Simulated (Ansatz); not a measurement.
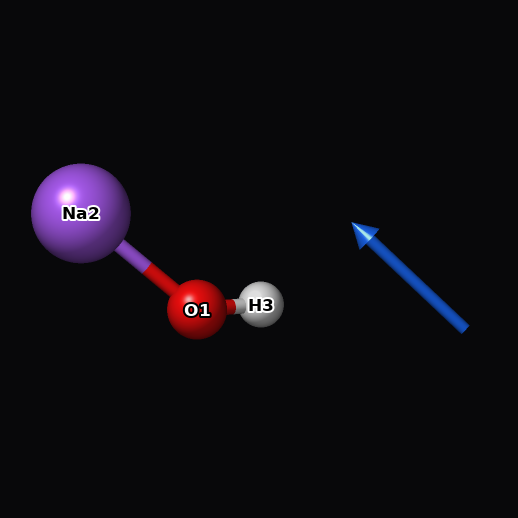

The arrow beside the molecule shows the direction of the dipole moment, from the negative to the positive end (its length means nothing). The geometry was computed by an optimisation with PBE-D4/def2-SVP. No frequency run is at hand to confirm it as a minimum. Properties computed with RKS PBE-D4/def2-SVP (Ansatz 0.2.0).

How large is the dipole moment?

Answer. 5.46 D; it points from the side of H3 to the side of Na2 (the outermost atoms at the two ends).
